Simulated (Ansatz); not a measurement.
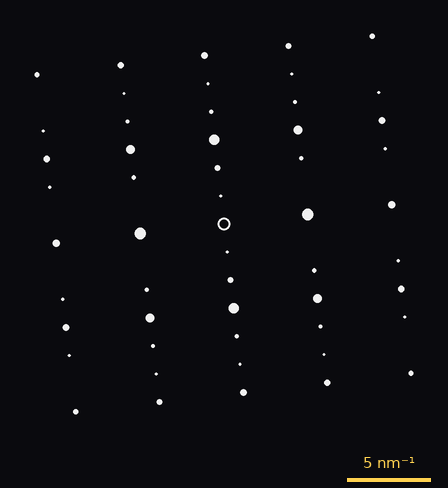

Kinematic zone-axis pattern, calculated for 120 keV electrons with B = 0.5 Å².

Read the repeat vectors of the pattern off the scale bar.

The spots form a rectangular net whose two shortest vectors correspond to d = 5.87 Å and 1.97 Å, 90.0° apart.

What is the point symmetry of the pattern, intensities included?

2mm.

What was simulated?

This cannot be fixed from one zone alone; the pattern is [210] of Cd₃C₂, space group P-3m1 (No. 164), a = 3.93 Å, c = 5.87 Å (hexagonal axes). The net vectors are 0 0 1 (weak) and 1 -2 0. Structure: the geometry relaxed with DFT r2SCAN, scalar-relativistic, plane waves, PAW in Ansatz 0.2.0; the starting structure was generated, so it need not be a known form of this composition.
